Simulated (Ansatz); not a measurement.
# AlNH3 (SMILES [NH2][AlH]): UB3LYP/cc-pVTZ

Aim: the electronic atomisation energy of AlNH3 at UB3LYP/cc-pVTZ, from 4 runs. 

Program for the calculation: Ansatz 0.2.0.

41 further runs of the same task are left out: 41 set aside as unsound or not needed.

## Step 1: The molecule

AlNH3: 5 atoms, total charge 0, spin state doublet. SMILES: `[NH2][AlH]`. The coordinates come from a PBE0-D4/def2-TZVP relaxation. This is one conformer, not always the lowest.

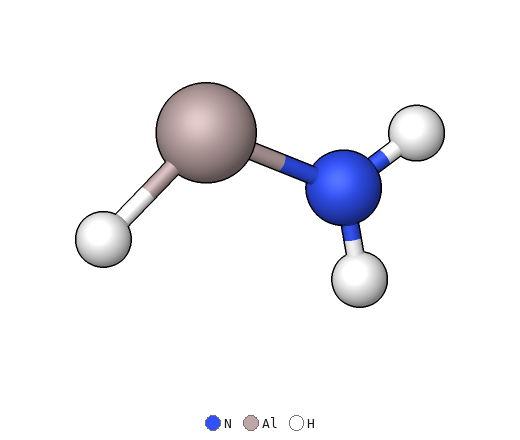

Viewed from a chosen angle; nitrogen blue, aluminium light grey, hydrogen white.

## Step 2: The energy at UB3LYP/cc-pVTZ

input.yaml

```yaml
crystal:
  periodic: [false, false, false]
  atoms:
    - {symbol: N, position_ang: [-0.116600, -0.660800, 0.175100]}
    - {symbol: Al, position_ang: [0.836600, 0.833900, 0.120800]}
    - {symbol: H, position_ang: [0.148500, -1.505300, 0.655500]}
    - {symbol: H, position_ang: [-1.010300, -0.782800, -0.277400]}
    - {symbol: H, position_ang: [0.191800, 2.041400, -0.715400]}
basis:
  gaussian:
    orbitals: cc-pVTZ
magnetization:
  spin_polarized: true
  initial_magnetization: 1
output: {orbitals: {seedname: orbitals}}
accuracy: high
hamiltonian:
  xc: {name: B3LYP}
```

On the command line:

```bash
$ ansatz run input.yaml --threads 1 --pin off --max-ram 3480MiB --events-out events.jsonl --progress --plain --runs-dir runs
```

The program printed:

```text
Warning: RAYON_NUM_THREADS=1 ignored (pool sized by the plan → 1); use --threads N
Functional definition: B3LYP
  name "B3LYP"
  parameter a0 = 0.2
  parameter ax = 0.72
  parameter ac = 0.81
  exchange = (1 - a0 - ax)*slater_x + ax*b88_x + a0*exact_x
  correlation = (1 - ac)*vwn_rpa_c + ac*lyp_c
1796 factors; integrals over basis functions are off by at most 2.9e-9 eV
mean field evaluation 1: about -8127.9409 eV, gradient 4.8e1 eV
mean field evaluation 2: about -8086.0462 eV, gradient 8.5e1 eV
mean field evaluation 4: about -8136.8358 eV, gradient 2.4e0 eV
mean field evaluation 8: about -8136.9037 eV, gradient 1.3e-1 eV
mean field evaluation 16: about -8136.9040 eV, gradient 4.4e-4 eV
mean field -8136.90398952 eV, -299.0257062233 hartree, gradient 4.9e-8 eV, S^2 0.752406; 0 other end points of the search recorded, 0 dependent functions left out
reference -8136.90402368 eV, -299.0257074785 hartree; 12, 11 occupied and 94, 95 virtual orbitals, 1796 factors
Total energy: -8136.90402368 eV, -299.0257074785 hartree
```

Wall time 5.1 s (1 thread of Intel Xeon 6975P-C (Granite Rapids), shared host); peak memory 0.35 GiB.

## Step 3: The Al atom, same level

molecule.yaml

```yaml
crystal:
  periodic: [false, false, false]
  atoms:
    - {symbol: Al, position_ang: [0.000000, 0.000000, 0.000000]}
basis:
  gaussian:
    orbitals: cc-pVTZ
accuracy: high
hamiltonian:
  xc: {name: B3LYP}
magnetization:
  spin_polarized: true
  initial_magnetization: 1
```

On the command line:

```bash
$ ansatz run molecule.yaml --threads 1 --pin off --max-ram 3480MiB --events-out events.jsonl --progress --plain --runs-dir runs
```

The program printed:

```text
Warning: RAYON_NUM_THREADS=1 ignored (pool sized by the plan → 1); use --threads N
Functional definition: B3LYP
  name "B3LYP"
  parameter a0 = 0.2
  parameter ax = 0.72
  parameter ac = 0.81
  exchange = (1 - a0 - ax)*slater_x + ax*b88_x + a0*exact_x
  correlation = (1 - ac)*vwn_rpa_c + ac*lyp_c
344 factors; integrals over basis functions are off by at most 2.9e-9 eV
mean field evaluation 1: about -6595.7146 eV, gradient 1.6e0 eV
mean field evaluation 2: about -6595.7530 eV, gradient 3.5e-1 eV
mean field evaluation 4: about -6595.7525 eV, gradient 3.4e-1 eV
mean field evaluation 8: about -6595.7546 eV, gradient 1.9e-3 eV
mean field evaluation 16: about -6595.6573 eV, gradient 2.3e0 eV
mean field -6595.75464708 eV, -242.3895125172 hartree, gradient 6.0e-8 eV, S^2 0.754794; 1 other end points of the search recorded, 0 dependent functions left out
reference -6595.75466839 eV, -242.3895133003 hartree; 7, 6 occupied and 27, 28 virtual orbitals, 344 factors
Total energy: -6595.75466839 eV, -242.3895133003 hartree
```

Run time: 1.2 s. Hardware: 1 thread of Intel Xeon 6975P-C (Granite Rapids), shared host.

## Step 4: The H atom at the same level

molecule.yaml

```yaml
crystal:
  periodic: [false, false, false]
  atoms:
    - {symbol: H, position_ang: [0.000000, 0.000000, 0.000000]}
basis:
  gaussian:
    orbitals: cc-pVTZ
magnetization:
  spin_polarized: true
  initial_magnetization: 1
hamiltonian:
  xc: {name: B3LYP}
accuracy: high
```

Run the same way, it converges to -0.50216 Eh (log not shown).

## Step 5: The N atom at the same level

input.yaml

```yaml
crystal:
  periodic: [false, false, false]
  atoms:
    - {symbol: N, position_ang: [0.000000, 0.000000, 0.000000]}
basis:
  gaussian:
    orbitals: cc-pVTZ
magnetization:
  spin_polarized: true
  initial_magnetization: 3
hamiltonian:
  xc: {name: B3LYP}
accuracy: high
```

Run the same way, it converges to -54.60178 Eh (log not shown).

## Step 6: Summary of results

At UB3LYP/cc-pVTZ:

| quantity | value |
| --- | --- |
| molecule: total energy | -299.02571 Eh |
| molecule: HOMO energy (highest over α and β) | -5.24 eV |
| molecule: LUMO energy (lowest over α and β) | -2.37 eV |
| molecule: ⟨S²⟩ | 0.752 |
| Al atom: total energy | -242.38951 Eh |
| Al atom: ⟨S²⟩ | 0.755 |
| H atom: total energy | -0.50216 Eh |
| H atom: ⟨S²⟩ | 0.750 |
| N atom: total energy | -54.60178 Eh |
| N atom: ⟨S²⟩ | 3.753 |
| electronic atomisation energy | 14.366 eV |

Taking the molecule apart into free atoms costs 14.37 eV (331 kcal/mol), before zero-point energy and without spin-orbit coupling.
